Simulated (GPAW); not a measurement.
# A GW chain in GPAW: BaMg2Sb2 (P-3m1), part 2 of 2

How does a plane-wave GW calculation on BaMg2Sb2 (P-3m1) run from the first input to the gap?

GPAW 26.7.0; LDA and many-body steps on it, plane waves. Known limits of the many-body steps: not at the basis limit; no spin-orbit coupling; coarse k mesh.

So far. Step 2 (Ground state): The gap is indirect, with the least direct gap 0.64 eV higher. Step 3 (Empty states on the mesh, 3×3×2 mesh, 269 bands): On this mesh the gap is 1.039 eV. The earlier step found 0.784 eV, so this mesh misses an edge.

## 4. Screening and self-energy, 3×3×2 mesh, 120 bands, screening to 48 eV

Now the one-shot GW correction: screening in the RPA, then the self-energy of the levels asked for.

This step: G0W0 on LDA, plane waves, PAW.

File run.py:

```python
import json
import numpy as np
from gpaw.mpi import world
from gpaw.response.g0w0 import G0W0

gw = G0W0('full.gpw',
    filename='gw',
    kpts=[0, 2],
    bands=(28, 32),
    ecut=48,
    nbands=120,
    integrate_gamma='WS',
    ppa=True)
gw.calculate()
res = {mode: {k: v for k, v in r.items() if k != 'sigma_eskwn'}
       for mode, r in gw.all_results.items()}

if world.rank == 0:
    with open('result.json', 'w') as f:
        json.dump(res, f, default=lambda x: x.tolist())
```

On the command line:

```bash
$ mpirun -n 4 gpaw python run.py
```

Numbers of over 12 decimals in the logs are rounded to 6 here.

Log:

```text
Using integrator: PointIntegrator
FrequencyGridDescriptor(from 0.000+0.000j to 0.000+27.211j eV, 2 points)
Nonperiodic BCs:  [False False False]
Using integrator: PointIntegrator
FrequencyGridDescriptor(from 0.000+0.000j to 0.000+27.211j eV, 2 points)
Nonperiodic BCs:  [False False False]
  ___  _ _ _
 |   || | | |
 | | || | | |
 |__ ||_____|
 |___|

BZ k-points: Symmetries present (total): 12

  [... matrices ...]
18 k-points: 3 x 3 x 2 Monkhorst-Pack grid + [0.000000,0.000000,1/4]
6 k-points in the irreducible part of the Brillouin zone
       k-points in crystal coordinates                weights
   0:     0.00000000    0.00000000    0.00000000          1/18
   1:     0.00000000    0.00000000    0.50000000          1/18
   2:     0.33333333    0.00000000    0.00000000          6/18
   3:     0.33333333    0.00000000    0.50000000          6/18
   4:     0.33333333    0.33333333    0.00000000          2/18
   5:     0.33333333    0.33333333    0.50000000          2/18

Distributing spins, k-points and bands (1 x 2 x 4) over 4 processes
Number of blocks: 1

Quasi particle states:
k-points (IBZ indices): [0, 2]
Band range: (28, 32)
  [... matrices ...]
Computational parameters:
Plane wave cut-off: 48 eV
Number of bands: 120
Coulomb cutoff: None
Broadening: 0.1 eV

fxc modes: GW
Kernel: RPA
Using Godby-Needs plasmon-pole approximation:
  Fitting energy: i*E0, E0 = 1.000 Hartree
Summing all q:

Calculating screened Coulomb potential
No Coulomb truncation
FrequencyGridDescriptor(from 0.000+0.000j to 0.000+27.211j eV, 2 points)
Removing empty qpoint cache files...

Calculating chi0 body with:
    Ground state adapter containing:
    Number of spins: 1
    Number of kpoints: 18
    Number of irreducible kpoints: 6
    Number of completely occupied states: 30
    Number of partially occupied states: 30
    Occupied states memory: 10.546875 M / cpu

    Linear response parametrization:
    q_c: [0.0, 0.0, 0.0]
    Number of frequency points: 2
    Planewave cutoff: 48.0
    Number of bands: 120
    Number of planewaves: 135
    Broadening (eta): 1e-06
    comm.size: 4
    kncomm.size: 4
    blockcomm.size: 1

    Memory estimate of potentially large arrays:
        chi0_wGG: 0.556183 M / cpu
Integrating chi0 body.

Symmetries of q_c:
    Direct symmetries (Uq -> q): 12
    Indirect symmetries (TUq -> q): 0
In total 12 allowed symmetries.

  [... matrices ...]
6 groups of equivalent kpoints. 66.666667% reduction.

Integral kind: response function
Integrating chi0 head and wings.

Symmetries of q_c:
    Direct symmetries (Uq -> q): 12
    Indirect symmetries (TUq -> q): 0
In total 12 allowed symmetries.

  [... matrices ...]
6 groups of equivalent kpoints. 66.666667% reduction.

Integral kind: response function wings

Calculating chi0 body with:
    Ground state adapter containing:
    Number of spins: 1
    Number of kpoints: 18
    Number of irreducible kpoints: 6
    Number of completely occupied states: 30
    Number of partially occupied states: 30
    Occupied states memory: 10.546875 M / cpu

[... the further q-points ...]

Results:
f:      Occupation numbers
eps:     KS-eigenvalues [eV]
vxc:     KS vxc [eV]
exx:     Exact exchange [eV]
sigma:   Self-energies [eV]
dsigma:  Self-energy derivatives
Z:       Renormalization factors
qp:      QP-energies [eV]

k-point 0 (0): (0.000, 0.000, 0.000)                GW
band       f     eps     vxc     exx   sigma  dsigma       Z      qp
                                                                   GW
  28   1.000   4.617 -12.707 -13.993   1.399  -0.273   0.786   4.706
  29   1.000   4.617 -12.707 -13.993   1.399  -0.273   0.786   4.706
  30   0.000   6.044 -11.039  -6.734  -3.361  -0.258   0.795   6.795
  31   0.000   6.093 -10.601  -6.523  -3.292  -0.266   0.790   6.713

k-point 1 (2): (0.333, 0.000, 0.000)                GW
band       f     eps     vxc     exx   sigma  dsigma       Z      qp
                                                                   GW
  28   1.000   3.607 -11.829 -13.170   1.370  -0.280   0.782   3.630
  29   1.000   3.772 -12.014 -13.483   1.471  -0.279   0.782   3.773
  30   0.000   5.656  -9.331  -5.388  -3.362  -0.260   0.794   6.117
  31   0.000   7.175 -10.445  -5.979  -3.628  -0.266   0.790   7.837
```

Wall time 44 s (4 MPI ranks of Arm Neoverse N1, shared host); peak memory 1.7 GiB.

Numbers from this step:

```yaml
g0w0_gap_on_the_points_computed: 1.412 eV
least_direct_g0w0_gap_on_the_computed_points: 2.007 eV
z_at_the_valence_top: 0.7856
z_at_the_conduction_bottom: 0.7935
starting_gap_on_the_mesh: 1.039 eV
k_of_the_valence_top: 0, 0, 0
k_of_the_conduction_bottom: 0.3333, 0, 0
```

The gap on the mesh goes from 1.04 eV to 1.41 eV, a correction of +0.37 eV. The start differs from the 0.78 eV found before because the two sample other k points.

Limits: finite bands, cutoff and mesh; no spin-orbit coupling; coarse k mesh. v1 is the top filled band, c1 the lowest empty one. The levels before and after the correction (eV, zero at the valence-band top of each column):

|  | conduction bottom | valence top |
| --- | --- | --- |
| Kohn-Sham | 1.04 | 0.00 |
| G0W0 | 1.41 | 0.00 |

|  | level | energy (eV) |
| --- | --- | --- |
| Kohn-Sham | Γ v2-v1 | 0.000 |
| Kohn-Sham | Γ c1 | 1.427 |
| Kohn-Sham | Γ c2 | 1.476 |
| Kohn-Sham | (0.333 0 0) v2 | -1.010 |
| Kohn-Sham | (0.333 0 0) v1 | -0.845 |
| Kohn-Sham | (0.333 0 0) c1 | 1.039 |
| Kohn-Sham | (0.333 0 0) c2 | 2.558 |
| G0W0 | Γ v2-v1 | 0.000 |
| G0W0 | Γ c1 | 2.089 |
| G0W0 | Γ c2 | 2.007 |
| G0W0 | (0.333 0 0) v2 | -1.076 |
| G0W0 | (0.333 0 0) v1 | -0.932 |
| G0W0 | (0.333 0 0) c1 | 1.412 |
| G0W0 | (0.333 0 0) c2 | 3.131 |

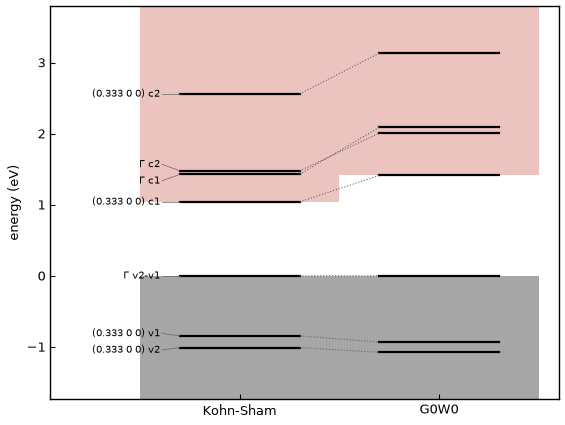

Levels before and after the correction. Shaded: valence and conduction bands.

## 5. Where the time went

Times are wall times on 4 MPI ranks of Arm Neoverse N1, shared host, good to a factor of about two.

| step | time | share | memory (GiB) |
| --- | --- | --- | --- |
| ground state | 95 s | 32 % | 0.84 |
| empty states on the mesh | 2.6 min | 53 % | 4.1 |
| screening and self-energy | 44 s | 15 % | 1.7 |

## 6. Results

```yaml
lda_gap: 0.78 eV, indirect
g0w0_gap_on_the_mesh: 1.41 eV
g0w0_gap_over_the_zone_rigid_shift: 1.16 eV
gw_settings: 3×3×2 mesh, 120 bands, screening to 48 eV, Godby-Needs plasmon pole
known_limits: not at the basis limit; no spin-orbit coupling; coarse k mesh
```

G0W0 moves the gap on the mesh from 1.04 eV to 1.41 eV (+0.37 eV), with Z of 0.79 and 0.79 at the edges. The mesh misses the band edges by 0.26 eV in all; a rigid shift gives 1.16 eV for the zone. Only 2 of the mesh's irreducible points were corrected, so a valley elsewhere could overtake. The dearest step here is «empty states on the mesh». Bands and cutoff are finite, so the gap is not at the basis limit. The miss can reach some tenths of an eV and take either sign; the mesh is an error of its own. These stock PAW sets were not made for GW. In the G0W0 run levels were corrected at 2 k points alone, so a gap called «on the mesh» is the least over those, and an edge elsewhere would be missed. A denser mesh or path gives a starting gap of 0.78 eV: the GW mesh misses a band edge, so its gaps are not the fundamental one. The 3×3×2 mesh is coarse for this cell, which bears on the long-range parts of exchange and screening. The many-body steps are scalar-relativistic: spin-orbit coupling is not in them.

[Paths, hosts, dates, memory and timing lines, banners, echoed tables and standing remarks are left out of the program output.]

[Logs are printed without paths, hosts, clocks, repeated set-up lines and the standing remarks that a program may print on its own settings, such as how far it seeks lower states.]

[Runs of the session that timed out or met a known fault of the program may be left out.]

[Hosts, paths, dates, database ids (printed as entryN), source tags and the programs' standing remarks are cut or masked in the printed files.]
